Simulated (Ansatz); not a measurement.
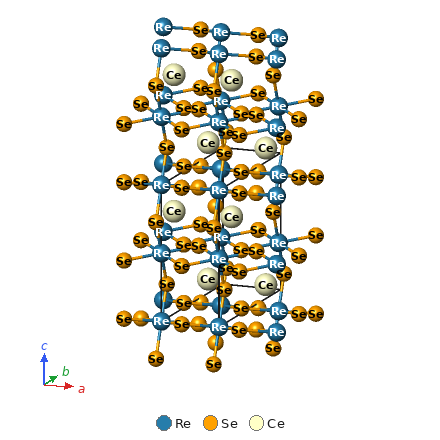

CeReSe₃ (space group Cmcm, No. 63). Coordinates: coordinates from a relaxation (final pressure about 5 GPa) with DFT, PAW plane waves, pbe in Ansatz 0.2.0; the starting structure was generated, so it need not be a known form of this composition.

Bonds are taken as Re–Se below 2.9 Å; Ce is left out of the net, as the electropositive filling of the structure. Atoms with one bond or none are removed and atoms with two bonds are replaced by edges, until no such atom is left. Two bridges between the same pair of nodes count as one edge.

**What kind of net remains, and which atoms are its nodes?**

A uninodal 4-connected, two-periodic (layers) net: Re is a 4-connected node. Se becomes part of the edges.

**Name the underlying net.**

It is the sql net, known from the square lattice.

**How do the layers lie?**

The layers lie parallel to (010).

**Give the point symbol of each node (shortest cycle at each angle).**

Re: 4⁴·6².
